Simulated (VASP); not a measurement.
Band structure of LiHg₃ (space group Fm-3m). All values below come from PBEsol GGA, VASP's PBE PAW potentials (set 64) (plane waves; VASP).

Unless said otherwise, spin-orbit coupling is left out, though it shifts the bands of the heavy elements here.

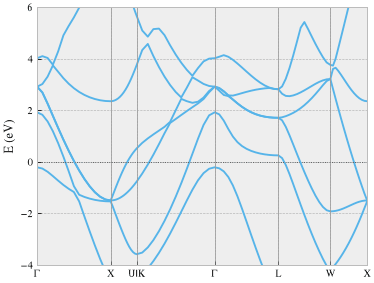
Bands along high-symmetry lines, zero at the valence-band maximum or, without a gap, the Fermi level

Read the plot: is there a gap, and where are the band edges?

It has no gap at this level: it comes out as a metal or semimetal. (Edges off the drawn lines would not show.)

The structure comes from a computed database's LiHg3 entry (Fm-3m); how it stands against other phases isn't given here. It was relaxed first, which changed the volume by -6 %. The electron count is odd and the run is not spin-polarised, which forces a metal.
